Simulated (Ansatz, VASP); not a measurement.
## CaO: VASP beside Ansatz

Aim: how closely do two programs agree when they are given the same cell, functional and k mesh? The cell is taken from a series of VASP runs on this material, whose earlier steps may have relaxed, scaled or displaced it; both programs get it as it stands. Valence electrons are named where the data sets of a main pair hold unlike numbers.

Main program and level: Ansatz 0.2.0; plane waves, with VASP 6.6.1 beside it; relaxation of cell and atoms at LDA and band structure at HSE06.

## Step 1: The starting structure

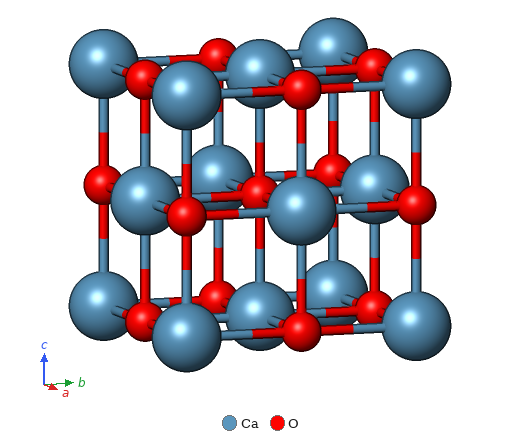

The starting structure, seen slightly off an axis (calcium blue, oxygen red). This picture shows the conventional cell, with its axes. Some periodic images of atoms are drawn too.

## Step 2: VASP: relaxation of cell and atoms, LDA

The relaxed volume is the usual yardstick between codes: in a stiff, nearly cubic crystal its relative difference is about their pressure difference at one cell divided by the bulk modulus.

Lines of VASP's logs that name or quote its potential files are left out, and so is its time.

Contents of INCAR:

```
SYSTEM = CaO
PREC = Accurate
ENCUT = 520
EDIFF = 1E-06
NELM = 100
ISMEAR = 0
SIGMA = 0.03
LREAL = .FALSE.
ALGO = Normal
GGA = CA
NBANDS = 14
LORBIT = 11
LWAVE = .FALSE.
LCHARG = .FALSE.
KPAR = 4
IBRION = 2
NSW = 50
ISIF = 3
EDIFFG = -0.006
```

Contents of POSCAR:

```
CaO
1.0
    0.0000000000      2.3597737825      2.3597737825
    2.3597737825      0.0000000000      2.3597737825
    2.3597737825      2.3597737825      0.0000000000
Ca O
1 1
Direct
    0.0000000000      0.0000000000      0.0000000000
    0.5000000000      0.5000000000      0.5000000000
```

Contents of KPOINTS:

```
Automatic mesh
0
Gamma
8 8 8
0 0 0
```

Potentials, in the order of the species: Ca_sv and O (LDA family, release 64).

Command:

```bash
> mpirun -np 4 vasp_std
```

Numbers of over 12 decimals in the logs are rounded to 6 here.

The log of the run:

```text
[banner, memory and clock lines left out]
running    4 mpi-ranks, on    1 nodes
 distrk:  each k-point on    1 cores,    4 groups
 distr:  one band on    1 cores,    1 groups

 POSCAR found type information on POSCAR CaO
 POSCAR found :  2 types and       2 ions
 LDA part: xc-table for (Slater(with rela. corr.)+CA(PZ))
 , standard interpolation
 POSCAR, INCAR and KPOINTS ok, starting setup
 FFT: planning ... GRIDC
 FFT: planning ... GRID_SOFT
 FFT: planning ... GRID
 WAVECAR not read
 entering main loop
       N       E                     dE             d eps       ncg     rms          rms(c)
DAV:   1     0.118204995137E+03    0.11820E+03   -0.85818E+03   820   0.118E+03
DAV:   2    -0.107527986868E+02   -0.12896E+03   -0.12074E+03  1016   0.304E+02
DAV:   3    -0.157518517503E+02   -0.49991E+01   -0.49745E+01   902   0.619E+01
DAV:   4    -0.159342832511E+02   -0.18243E+00   -0.18226E+00  1190   0.101E+01
DAV:   5    -0.159365480157E+02   -0.22648E-02   -0.22647E-02   960   0.114E+00    0.846E+00
DAV:   6    -0.143509255543E+02    0.15856E+01   -0.54483E+00   856   0.233E+01    0.363E+00
DAV:   7    -0.142547344825E+02    0.96191E-01   -0.51807E-01  1020   0.749E+00    0.176E+00
DAV:   8    -0.142215360834E+02    0.33198E-01   -0.74720E-02   960   0.285E+00    0.283E-01
DAV:   9    -0.142210020374E+02    0.53405E-03   -0.59993E-03  1022   0.558E-01    0.103E-01
DAV:  10    -0.142211556225E+02   -0.15359E-03   -0.34344E-04   962   0.222E-01    0.420E-02
DAV:  11    -0.142211284193E+02    0.27203E-04   -0.50372E-05  1124   0.833E-02    0.636E-03
DAV:  12    -0.142211280347E+02    0.38456E-06   -0.40681E-06   890   0.209E-02
   1 F= -.14221128E+02 E0= -.14221128E+02  d E =-.142211E+02
 curvature:   0.00 expect dE= 0.000E+00 dE for cont linesearch  0.000E+00
 trial: gam= 0.00000 g(F)=  0.751E-59 g(S)=  0.637E-06 ort = 0.000E+00 (trialstep = 0.100E+01)
 search vector abs. value=  0.637E-06
 reached required accuracy - stopping structural energy minimisation
```

From OUTCAR (step 2):

```text
ion  position               nearest neighbor table
   1  0.000  0.000  0.000-   2 2.36   2 2.36   2 2.36   2 2.36   2 2.36   2 2.36
   2  0.500  0.500  0.500-   1 2.36   1 2.36   1 2.36   1 2.36   1 2.36   1 2.36

  LATTYP: Found a face centered cubic cell.
 ALAT       =     4.7195475650

 Subroutine GETGRP returns: Found 48 space group operations
 (whereof 48 operations were pure point group operations)

The static configuration has the point symmetry O_h .

 Found     29 irreducible k-points:

   k-points           NKPTS =     29   k-points in BZ     NKDIM =     29   number of bands    NBANDS=     14

   dimension x,y,z NGX =    28 NGY =   28 NGZ =   28
   dimension x,y,z NGXF=    56 NGYF=   56 NGZF=   56

   ENCUT  =  520.0 eV  38.22 Ry    6.18 a.u.   6.21  6.21  6.21*2*pi/ulx,y,z

   NELECT =      16.0000    total number of electrons

 k-points in reciprocal lattice and weights: Automatic mesh
   0.00000000  0.00000000  0.00000000       0.002
   0.12500000  0.00000000  0.00000000       0.016
   0.25000000  0.00000000  0.00000000       0.016
   0.37500000  0.00000000  0.00000000       0.016
   0.50000000  0.00000000  0.00000000       0.008
   0.12500000  0.12500000  0.00000000       0.012
   0.25000000  0.12500000  0.00000000       0.047
   0.37500000  0.12500000  0.00000000       0.047
   0.50000000  0.12500000  0.00000000       0.047
[...]
-0.37500000  0.50000000  0.12500000       0.023
  -0.25000000  0.50000000  0.25000000       0.012

 average (electrostatic) potential at core
       1 -43.2394       2 -71.1022

 E-fermi :   2.5585

 k-point     1 :       0.0000    0.0000    0.0000
  band No.  band energies     occupation
    ...
      4     -15.5104      2.00000
      5     -12.9751      2.00000
      6       2.3411      2.00000
      7       2.3411      2.00000
      8       2.3411      2.00000
      9       7.3588      0.00000
     10       8.5724      0.00000
     11       8.5724      0.00000
     12       8.5724      0.00000
     13      10.2341      0.00000
    ...

 k-point     2 :       0.1250    0.0000    0.0000
  band No.  band energies     occupation
    ...
      4     -15.5201      2.00000
      5     -12.6738      2.00000
      6       1.7718      2.00000
      7       2.1018      2.00000
      8       2.1018      2.00000
      9       8.0518      0.00000
     10       8.5378      0.00000
     11       8.8626      0.00000
     12       8.8626      0.00000
     13      10.6457      0.00000
    ...

 k-point     3 :       0.2500    0.0000    0.0000
  band No.  band energies     occupation
    ...
      4     -15.5432      2.00000
      5     -12.1048      2.00000
      6       0.6964      2.00000
      7       1.5949      2.00000
      8       1.5949      2.00000
      9       8.6265      0.00000
     10       9.5357      0.00000
     11       9.6269      0.00000
     12       9.6269      0.00000
     13      11.6294      0.00000
    ...

  Total       -0.0029659     -0.0029659     -0.0029659     -0.0000000      0.0000000     -0.0000000
  in kB       -0.1808108     -0.1808108     -0.1808108     -0.0000000      0.0000000     -0.0000000
  external PRESSURE =      -0.1808108 kB  Pullay stress =       0.0000000 kB

  energy-cutoff  :      520.00
  volume of cell :       26.28
      direct lattice vectors                 reciprocal lattice vectors
     0.000000000  2.359773783  2.359773783    -0.211884717  0.211884717  0.211884717
     2.359773783  0.000000000  2.359773783     0.211884717 -0.211884717  0.211884717
     2.359773783  2.359773783  0.000000000     0.211884717  0.211884717 -0.211884717

 POSITION                                       TOTAL-FORCE (eV/Angst)
 -----------------------------------------------------------------------------------
      0.00000      0.00000      0.00000        -0.000000      0.000000      0.000000
      2.35977      2.35977      2.35977         0.000000     -0.000000     -0.000000
 -----------------------------------------------------------------------------------
    total drift:                                0.000000      0.000000      0.000000

  FREE ENERGIE OF THE ION-ELECTRON SYSTEM (eV)
  ---------------------------------------------------
  free  energy   TOTEN  =       -14.2211280347 eV

  energy  without entropy=      -14.2211280347  energy(sigma->0) =      -14.22112803

 reached required accuracy - stopping structural energy minimisation

 total charge
# of ion       s       p       d       tot
------------------------------------------
    1        2.045   5.883   0.338   8.267
    2        1.540   3.449   0.000   4.989
--------------------------------------------------
tot          3.586   9.332   0.338  13.256

[... 3 further parts left out ...]
```

The gap is read on the k-mesh alone, so it is an upper bound where the band edges lie off the mesh. The run keeps the 48 symmetry operations of its start, so it cannot find a distortion of lower symmetry.

## Step 3: Ansatz: relaxation of cell and atoms, LDA

Ansatz runs on its default PAW (the set named soft_2) files.

The same cell, functional (in two slightly different forms), mesh and smearing now go to Ansatz, which takes its cutoff from its data sets.

Contents of input.yaml:

```yaml
crystal:
  lattice:
    - [0.0, 2.3597737825, 2.3597737825]
    - [2.3597737825, 0.0, 2.3597737825]
    - [2.3597737825, 2.3597737825, 0.0]
  atoms:
    - { symbol: Ca, position: [0.0, 0.0, 0.0] }
    - { symbol: O, position: [0.5, 0.5, 0.5] }
hamiltonian:
  xc: lda
  pseudopotentials: { kind: paw }
kpoints:
  mp_grid: { grid: [8, 8, 8] }
scf:
  occupations: { method: gaussian, width: 0.03 }
relax:
  f_tol: 0.01
  max_steps: 60
  cell: { stress_tol: 0.05 }
output:
  forces: true
  stress: true
  write_density: true
  write_potential: true
  elf: true
  volumetric_format: npy
```

Command:

```bash
> ansatz run input.yaml --threads 4 --pin off --max-ram 9216MiB --backend cpu --events-out ev --progress --plain --runs-dir out
```

The log of the run:

```text
Engine: ansatz 0.2.0, aarch64-unknown-linux-gnu
Pseudopotentials: kind: paw
Pseudopotential: Ca, paw, valence charge 10, recommended cutoff 420 eV (normal), Ca.paw.azcp
Pseudopotential: O, paw, valence charge 6, recommended cutoff 420 eV (normal), O.paw.azcp
Functional definition: SPW92
  exchange = slater_x
  correlation = pw_c
Crystal: 2 atoms, lattice volume = 26.281 Å³
Basis set: ecut = 420 eV, 531 PW (Γ)
Bands: 12, of which v1, the nominal top of the filled ones, is band 8 counted from 1 (7 counted from 0)
Symmetry: 48 space group operations
Space group: Fm-3m (ITA 225), of the structure as read, at distance tolerance 3.0e-5 Å
k-points: 29 of 512
Non-local potential: Ca, projectors of the file, l = 0: 3, l = 1: 2, l = 2: 2
Non-local potential: O, projectors of the file, l = 0: 2, l = 1: 2, l = 2: 1
PAW form: soft (Blöchl's): semilocal exchange-correlation on the pseudo side does not see the compensation charge
PAW frozen core: Ca, regenerated for the run's functional, and the local potential with it (the file was generated under x = pbe(κ = 0.804, μ = 0.219515), c = pbe(β = 0.066725))
PAW frozen core: O, regenerated for the run's functional, and the local potential with it (the file was generated under x = pbe(κ = 0.804, μ = 0.219515), c = pbe(β = 0.066725))
PAW one-centre angular grid: Ca, 110 points (default); XC on 64 Gauss nodes
PAW one-centre angular grid: O, 110 points (default); XC on 64 Gauss nodes
Initial density: superposition of atomic densities (neutral atoms: chi_scale 0, normalization atom), corrected by the library's trained network
Initial wavefunctions: pseudopotential atomic-orbital guess
Functional: x = slater, c = lda
SCF iter   1: F=—  HF=-2331.658285 eV  |F-HF|=—  |Δ(HF+E_count)|=         —  Δρ=1.68e-2  dr2=7.18e-2  ethr=1.77e-3  ⟨swp⟩=7.3  Hψ=2428  notcnv=0
preconditioner: auto → none  [insulator: Δε(μ)=3.194 eV  Ē_g=18.004 eV  σ=0.030 eV  W_gap=1.00  n_scr=8 (ndim 8)  ℏωp=27.1 eV  f_vac=0.000  D(μ)=0.00/eV (n_scr^D=0)  ε∞_Penn≈3.3]
SCF iter   2: F=—  HF=-2331.650493 eV  |F-HF|=—  |Δ(HF+E_count)|=   7.79e-3  Δρ=1.48e-2  dr2=4.47e-2  ethr=4.49e-4  ⟨swp⟩=2.0  Hψ=789  notcnv=0
SCF iter   3: F=—  HF=-2331.639439 eV  |F-HF|=—  |Δ(HF+E_count)|=   1.11e-2  Δρ=2.54e-3  dr2=1.03e-3  ethr=2.79e-4  ⟨swp⟩=2.0  Hψ=551  notcnv=0
SCF iter   4: F=—  HF=-2331.639136 eV  |F-HF|=—  |Δ(HF+E_count)|=   3.03e-4  Δρ=5.21e-4  dr2=1.97e-5  ethr=6.45e-6  ⟨swp⟩=3.0  Hψ=667  notcnv=0
SCF iter   5: F=—  HF=-2331.639132 eV  |F-HF|=—  |Δ(HF+E_count)|=   4.33e-6  Δρ=1.22e-4  dr2=3.28e-6  ethr=1.23e-7  ⟨swp⟩=3.0  Hψ=580  notcnv=0
SCF iter   6: F=-2331.639131 eV  HF=-2331.639131 eV  |F-HF|=2.09e-8  |Δ(HF+E_count)|=   8.20e-7  Δρ=1.29e-5  dr2=3.21e-8  ethr=6.25e-10  ⟨swp⟩=5.9  Hψ=1963  notcnv=0
SCF 1 converged in 6 iterations: F = -2331.639131 eV  dr2 = 3.21e-8
  greatest PAW one-centre occupation: 0.996 electrons in one spin orbital (limit 2), on the Ca atom at site 0 (counted from 0), in its partial waves of l = 0
relax step   1: F+E_penalty+E_count = -2331.63913076 eV  Δ(F+E_penalty+E_count) = +0.000e0 eV  max|allowed force component| = 5.785e-30 eV/Å  Δτ_max = 0.0000 Å  P = -0.945 GPa  Ω = 26.281 Å³  (6 SCF iters, dr2 threshold 1.00e-7 eV, accepted)
[...]
relax step   2: F+E_penalty+E_count = -2331.64051817 eV  Δ(F+E_penalty+E_count) = -1.387e-3 eV  max|allowed force component| = 7.757e-30 eV/Å  Δτ_max = 0.0000 Å  P = +0.151 GPa  Ω = 26.065 Å³  energy of the carried Pulay correction = +8.471e-4 eV  (4 SCF iters, dr2 threshold 2.00e-7 eV, accepted)
[...]
relax step   3: F+E_penalty+E_count = -2331.64041561 eV  Δ(F+E_penalty+E_count) = +1.026e-4 eV  max|allowed force component| = 8.809e-30 eV/Å  Δτ_max = 0.0000 Å  P = -0.002 GPa  Ω = 26.095 Å³  energy of the carried Pulay correction = +7.309e-4 eV  (4 SCF iters, dr2 threshold 5.69e-8 eV, accepted)
[...]
relax step   4: F+E_penalty+E_count = -2331.63973476 eV  Δ(F+E_penalty+E_count) = +6.809e-4 eV  max|allowed force component| = 5.621e-30 eV/Å  Δτ_max = 0.0000 Å  P = -0.047 GPa  Ω = 26.095 Å³  stress off target by 4.67e-2 GPa  SCF on the basis re-selected at this cell (its energy is not comparable with the rows above)  (5 SCF iters)
basis re-selected at this cell: Δ(F+E_penalty+E_count) = +6.809e-4 eV, ΔP = -0.045 GPa vs the last step (what re-selecting the basis moved, of the pressure what is left beyond the Pulay correction that the steps carried, after the strain that the cell walked since its last selection, with what the two solves' SCF thresholds leave and, on support functions, any second-order correction that the steps lacked; it is no m [...]
SCF converged after 5 iterations
Free energy (F): -2331.639735 eV
Harris-Foulkes:  -2331.639735 eV  (|F-HF|=9.09e-12)
Internal energy: -2331.639735 eV  (E = F + TS)
E sigma→0 (E₀):  -2331.639735 eV
Fermi energy:    9.716525 eV
--- Per-component energies (eV) ---
  E_band       = -91.685879
  E_kinetic    = 455.912564
  E_local      = -860.307396  (includes V_loc(G=0)·N_el)
  E_nonlocal   = 117.005245
  E_hartree    = 282.520517
  E_xc         = -210.276889
  E_vxc        = -266.602085  (∫ρ·V_xc dr)
  E_paw        = -963.424466  (= ΣΔE_a)
  E_vpaw       = -102.737748  (= ΣTr[D̂ρ^β])
  E_aug_tail   = 0.002488  (compensation charges beyond the density's cutoff)
  E_ewald      = -1153.451884
  E_core_change = 0.380087  (= ΣΔE_core)
  E_smearing   = -0.000000  (= −TS)
  E_closure    = -0.000000  (closes the sum)
  Σ components = -2331.639735   (vs F -2331.639735, Δ=0.00e0)
--- Forces (eV/Å), atoms counted from 1 ---
  atom   1  Ca    -0.00000000     0.00000000    -0.00000000
  atom   2  O      0.00000000    -0.00000000    -0.00000000
  max |Σ_I F_I| component: 1.40e-29 eV/Å
--- Stress (GPa, compression-positive) ---
       -0.046694      -0.000000      -0.000000
        0.000000      -0.046694      -0.000000
       -0.000000      -0.000000      -0.046694
  P = ⅓ Tr σ = -0.0467 GPa (-0.467 kbar)
--- Band table (eV; the first three rows and the last of 29) ---
  k-point 0: bands = [... 4 lower, -7.3355, 7.9911, 7.9911, 7.9911, 13.0767, 14.2605, 14.2605, 14.2605]
  k-point 1: bands = [... 4 lower, -7.0303, 7.4234, 7.7523, 7.7523, 13.7698, 14.2242, 14.5509, 14.5509]
  k-point 2: bands = [... 4 lower, -6.4561, 6.3480, 7.2464, 7.2464, 14.3113, 15.2573, 15.3165, 15.3165]
  k-point 28: bands = [... 4 lower, -6.5573, 6.5847, 6.9237, 6.9237, 14.3782, 14.3782, 16.8096, 17.9593]
--- Relaxed structure (3 steps of the walk, 3 accepted, 1 SCFs on fresh bases) ---
  F+E_penalty+E_count = -2331.63973476 eV   max|allowed force component| = 5.621e-30 eV/Å   (the final SCF, on the basis selected at the relaxed cell)
  cell:  # Å, volume = 26.0949 Å³
    - [0, 2.354191, 2.354191]
    - [2.354191, 0, 2.354191]
    - [2.354191, 2.354191, 0]
  atoms:
    - { symbol: Ca, position: [0, 0, 0] }
    - { symbol: O, position: [0.5, 0.5, 0.5] }
```

The job ended after 0.95 s (4 threads of Arm Neoverse V1, shared host; peak memory 0.28 GiB; 2.8 s of CPU time).

## Step 4: Comparison

Known differences besides the potentials themselves: the two LDA forms differ slightly; both relaxations stop at a tolerance, which leaves soft axes loose, and VASP keeps its plane-wave basis; the cutoff is 420 eV in Ansatz and 520 eV in VASP; VASP's log shows a relativistic correction to its local exchange, Ansatz's none; Ansatz adds a Pulay correction to the stress that steers its cell, VASP none. Total energies have different zeros and are not compared.

The two programs side by side:

| quantity | Ansatz | VASP | difference |
| --- | --- | --- | --- |
| volume (Å³) | 26.09 | 26.28 | -0.71 % |
| edge a after relaxation, in the typed setting (Å) | 3.329 | 3.337 | -0.24 % |

The walks stopped with -0.05 GPa left in Ansatz and -0.02 GPa in VASP; each walk ends within a tolerance, so the volume difference is uncertain by about these residues over the bulk modulus, most in soft cells.

## Step 5: Ansatz: band structure, HSE06

The same path points are solved in both programs, so levels can be compared one by one.

The cell is taken from a series of VASP runs on this material, whose earlier steps may have relaxed, scaled or displaced it; both programs get it as it stands.

Contents of input.yaml:

```yaml
crystal:
  lattice:
    - [0.0, 2.4087, 2.4087]
    - [2.4087, 0.0, 2.4087]
    - [2.4087, 2.4087, 0.0]
  atoms:
    - { symbol: Ca, position: [0.0, 0.0, 0.0] }
    - { symbol: O, position: [0.5, 0.5, 0.5] }
hamiltonian:
  xc: { exchange: pbe, correlation: pbe, exx: { coeff: 0.25, omega: 0.2 } }
  pseudopotentials: { kind: paw }
kpoints:
  mp_grid: { grid: [5, 5, 5] }
  band_path:
    path:
      - [0.0, 0.0, 0.0]
      - [0.5, 0.0, 0.5]
      - [0.5, 0.22222, 0.72222]
      - [0.40278, 0.34722, 0.75]
      - [0.125, 0.125, 0.25]
      - [0.27778, 0.27778, 0.27778]
      - [0.55556, 0.38889, 0.55556]
      - [0.58333, 0.25, 0.66667]
      - [0.5, 0.30556, 0.69444]
      - [0.48611, 0.48611, 0.52778]
      - [0.625, 0.25, 0.625]
      - [0.5, 0.0, 0.5]
    npoints: 1
scf:
  occupations: { method: gaussian, width: 0.03 }
  n_extra_bands: 7
output:
  forces: true
  stress: true
  eigenvalues: true
```

The log of the run:

```text
[...]
--- Band table (eV; the first three rows and the last of 10) ---
  k-point 0: bands = [... 4 lower, -10.4678, 6.5431, 6.5431, 6.5431, 12.7506, 14.7413, 14.7413, 14.7413, ... 3 higher]
  k-point 1: bands = [... 4 lower, -9.9000, 5.3776, 6.0665, 6.0665, 14.2760, 14.6999, 15.4434, 15.4434, ... 3 higher]
  k-point 2: bands = [... 4 lower, -9.2138, 3.9695, 5.4095, 5.4095, 15.2791, 16.3799, 16.8343, 16.8343, ... 3 higher]
  k-point 9: bands = [... 4 lower, -9.6787, 4.8312, 5.4421, 5.5859, 14.0068, 15.7235, 17.1581, 18.0571, ... 3 higher]
[key lines of the parts left out:]
Free energy (F): -2388.308970 eV
Fermi energy:    9.309348 eV
P = ⅓ Tr σ = -1.3420 GPa (-13.420 kbar)
```

Run time: 9.8 s. Hardware: 4 threads; peak memory 0.52 GiB; 35 s of CPU time.

(Part 1 of 2 ends here.)

[Lines on the potential files, build, host, timing and source positions are cut from VASP's logs without a mark.]

[Logs are printed without paths, hosts, clocks, repeated set-up lines and the standing remarks that a program may print on its own settings, such as how far it seeks lower states.]

[Hosts, paths, dates, database ids (printed as entryN), source tags and the programs' standing remarks are cut or masked in the printed files.]
